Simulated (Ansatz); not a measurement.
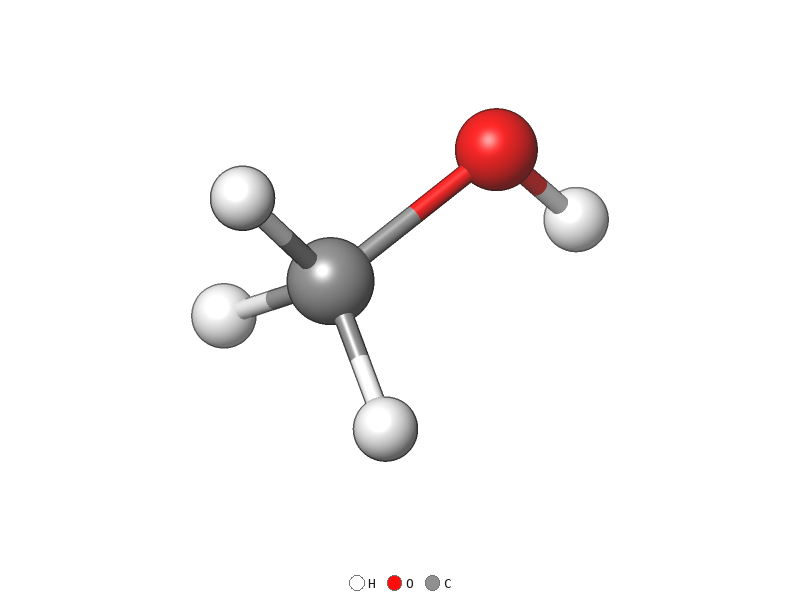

Ball-and-stick drawing of a structure. Every bond is drawn as one stick, whatever its order.

The computed structure is the end point of a PBE0-D4/def2-TZVP optimisation.

What is the molecular formula?

Answer. CH4O, 6 atoms: 1 carbon, 4 hydrogen and 1 oxygen.

How many bonds of each kind are drawn?

Answer. 3 C–H, 1 O–H, 1 C–O. Sticks follow a distance rule.

Give the symmetry (Schoenflies symbol).

Answer. Cs.

How many atoms are distinct by symmetry?

Answer. 5: 1 H, 1 O, 1 C, 2 H, 1 H.

More results for the same structure follow; atom numbers are the same in all pictures, views and colours differ.

### Shape

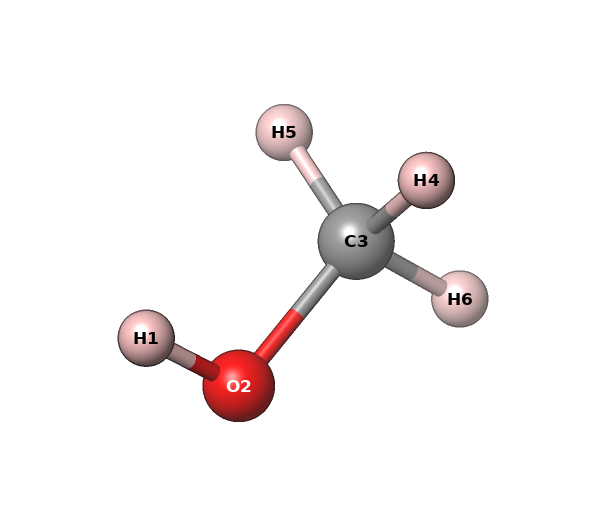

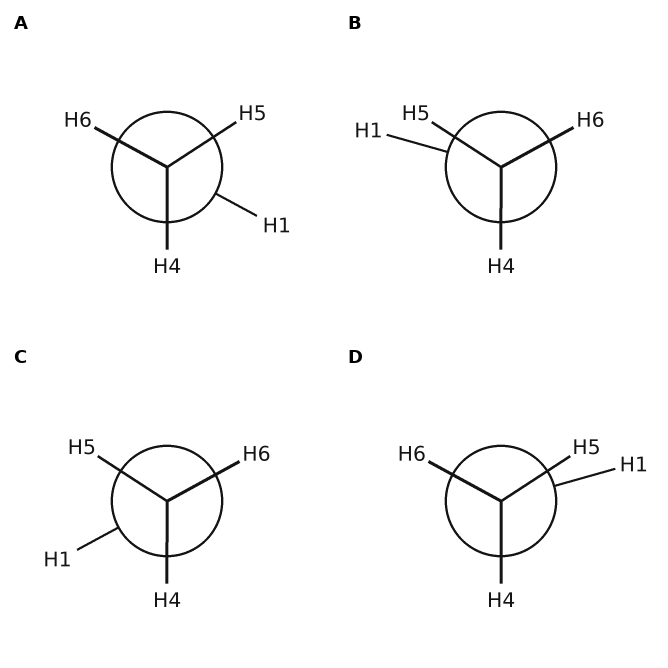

Depth is shown by fading: the farther an atom, the more it takes the colour of the background. Bonds that would overlap in a projection are set slightly apart.

Which Newman projection shows the view along C3–O2, with C3 in front?

Answer. C. The torsion angle H4–C3–O2–H1 is 62°, synclinal (gauche).

### Electronic properties

Level of theory: RKS PBE0-D4/def2-TZVPP (Ansatz 0.2.0).

Predict the main results.

- HOMO energy (Kohn–Sham orbital): −7.89 eV
- LUMO energy (Kohn–Sham orbital): 1.10 eV
- HOMO–LUMO gap: 8.99 eV

### Vibrations

Harmonic vibrations computed with RKS PBE0-D4/def2-TZVP (Ansatz 0.2.0) at a stationary point of the same level.

List the wavenumbers.

Answer. 12 modes: 307, 1064, 1108, 1174, 1374, 1477, 1490, 1505, 3005, 3057, 3131, 3879 cm⁻¹.

### Dipole moment

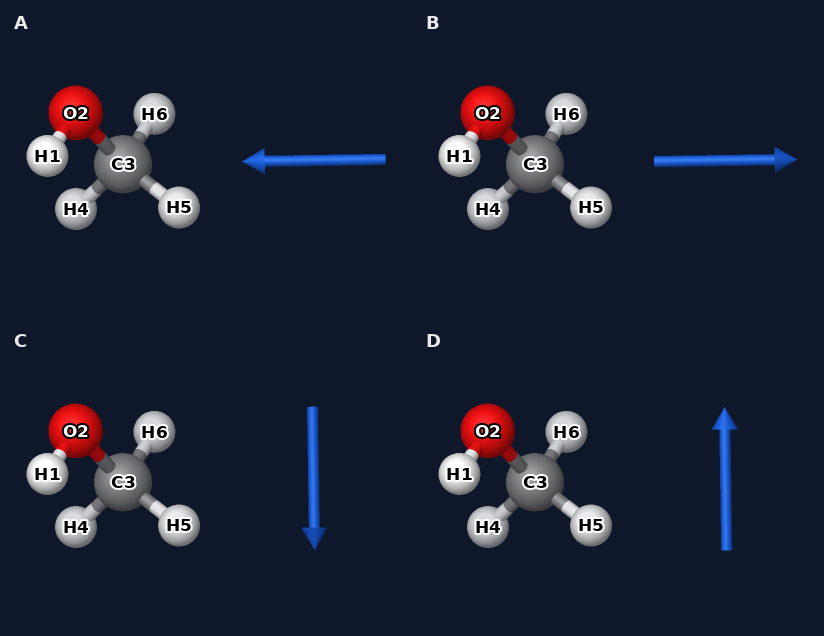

The same molecule four times, each with an arrow. Method: RKS PBE0-D4/def2-TZVP (Ansatz 0.2.0).

Which arrow points along the dipole moment, from the negative to the positive end?

Answer. C. The dipole moment is 1.67 D; it points from the side of O2, H6 to the side of H4, H5 (the outermost atoms at the two ends).
